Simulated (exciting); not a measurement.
Consider NaAsF6, space group R-3.

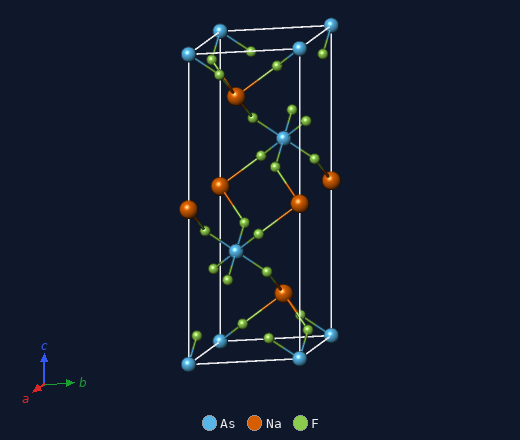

The structure (arsenic blue, sodium orange, fluorine green). Some periodic images of atoms are drawn too.

```
As Na F
1.0
     2.54832    1.47127    4.70729
    -2.54832    1.47127    4.70729
     0.00000   -2.94254    4.70729
As Na F
1 1 6
Direct
  0.00000 0.00000 0.00000
  0.50000 0.50000 0.50000
  0.34813 0.79001 0.07607
  0.07607 0.34813 0.79001
  0.79001 0.07607 0.34813
  0.65187 0.20999 0.92393
  0.92393 0.65187 0.20999
  0.20999 0.92393 0.65187
```

Absorber: atom 3, with 1 As at 1.74 Å (terminal, site symmetry 1). Method: exciting, all-electron LAPW+lo, LDA, exchange and screened direct term (singlet BSE), 3×3×3 shifted k points, 36 conduction bands, |G+q| up to 3 bohr⁻¹, full RPA screening with nempty = 67, Lorentzian half width 0.45 eV.

Question: What does the F K spectrum look like, and is there a bound core exciton?

Bound core exciton? Yes on this mesh: the first bright state (over 5 % of the brightest) lies at -4.40 eV from the Kohn–Sham onset and at -4.57 eV from the lowest bare transition of its own mesh; weaker or dark states reach down to -4.46 eV. Maxima (height): -4.4 eV (0.92), 1.8 eV (1.00), 6.0 eV (0.41) and 17.8 eV (0.15).

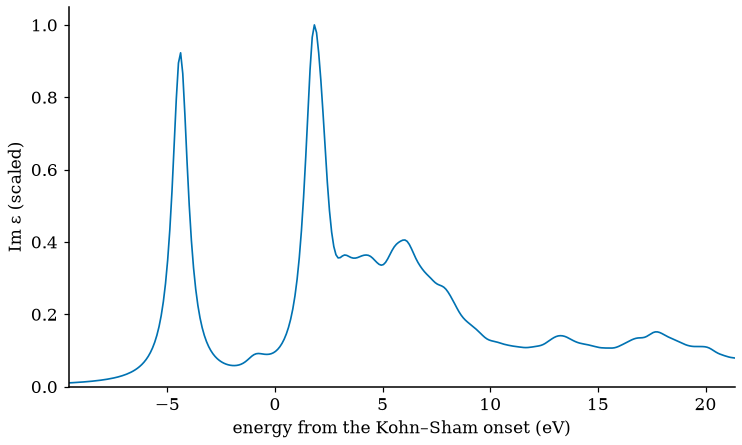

Energy from the Kohn–Sham onset, core level to the lowest empty state found on the meshes used; Im ε in relative units.

With 27 k points the binding energies are rough, and fine structure above the first lines is partly noise of the mesh. The kernel cutoff is low for a compact core orbital, so the effect of exchange is a lower bound. The zero comes from the unshifted 3×3×3 ground-state mesh; it is exact only where the band minimum lies on that mesh. The structure is a Materials Project entry, computed there, and may be a hypothetical form.

[Banner, clock and machine lines of the logs are left out without a mark of their own.]

[Logs are printed without paths, hosts, clocks, repeated set-up lines and the standing remarks that a program may print on its own settings, such as how far it seeks lower states.]

[Hosts, paths, dates, database ids (printed as entryN), source tags and the programs' standing remarks are cut or masked in the printed files.]
